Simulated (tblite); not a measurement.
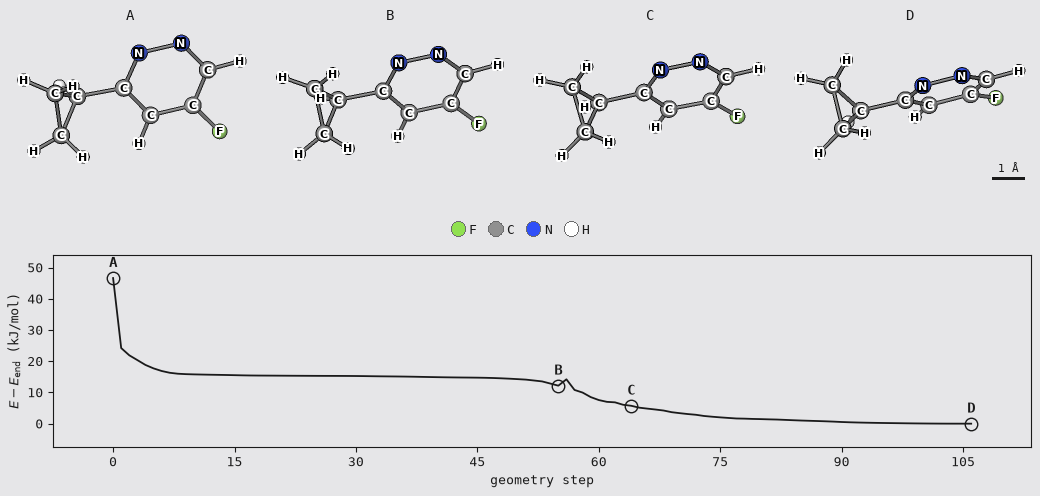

Frames of a relaxation of C7H7FN2, marked on the history of the run. The picture is a ball-and-stick view, seen from a free direction.

The calculation used tblite, GFN2-xTB geometry optimisation, gas phase. 

### What happens along the run?

The F atom moves most after the best rigid fit: 1.32 Å. Largest moves by element: F 1.32 Å, H 1.25 Å, N 1.24 Å, C 0.64 Å. Among the contacts that change: N–N 1.383 → 1.293 Å, C–N 1.359 → 1.317 Å, C–C 1.502 → 1.468 Å, C–C 1.361 → 1.395 Å. Bond angles that change, for instance: C–C–H 119.9° → 116.4°, C–N–N 118.2° → 121.1°, C–C–H 119.2° → 116.3°. Groups turn about C–C by about 85°. Over 106 geometry steps the energy falls by 46.6 kJ/mol. From step 0 to 55: an H atom moves most (0.55 Å), energy −34.5 kJ/mol. From step 55 to 64: an H atom moves most (0.37 Å), energy −6.44 kJ/mol. From step 64 to 106: the F atom moves most (0.64 Å), energy −5.74 kJ/mol.

```csv
step,"E − E(0), kJ/mol"
0,0.00
1,-22.42
2,-24.74
3,-26.28
4,-27.83
5,-28.94
6,-29.77
7,-30.34
8,-30.64
9,-30.78
10,-30.85
15,-31.11
20,-31.26
25,-31.32
30,-31.38
35,-31.52
40,-31.75
45,-31.90
50,-32.38
55,-34.47
61,-39.65
66,-41.82
71,-43.56
76,-44.80
81,-45.26
86,-45.71
91,-46.20
96,-46.45
101,-46.60
106,-46.64
```
